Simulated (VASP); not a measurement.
Here is the system:

```xyz
8
Lattice="4.6869 0.0000 0.0000 0.0000 4.6869 0.0000 0.0000 0.0000 4.6869" Properties=species:S:1:pos:R:3 pbc="T T T"
Si     0.7575     1.5859     3.1010
Si     3.1010     0.7575     1.5859
Si     3.9294     3.9294     3.9294
Si     1.5859     3.1010     0.7575
Ru     4.0711     2.9593     1.7277
Ru     1.7277     4.0711     2.9593
Ru     0.6158     0.6158     0.6158
Ru     2.9593     1.7277     4.0711
```

These are PBEsol GGA, VASP's PBE PAW potentials (set 64) (plane waves; VASP) values and carry that method's errors. Run with 400 eV cut-off, 5×5×5 Γ-centred mesh, tetrahedra with Blöchl corrections, potentials Si Ru_pv.

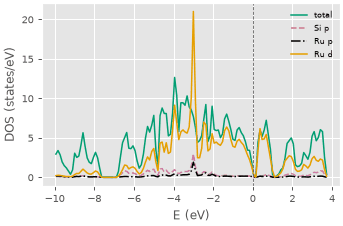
Figure. Total and projected density of states, zero at the valence-band maximum

Within 2 eV below the valence-band maximum the largest weight inside VASP's projection spheres is Ru d.

It has a band gap.

The compound is RuSi in the B20 structure. It was relaxed first.
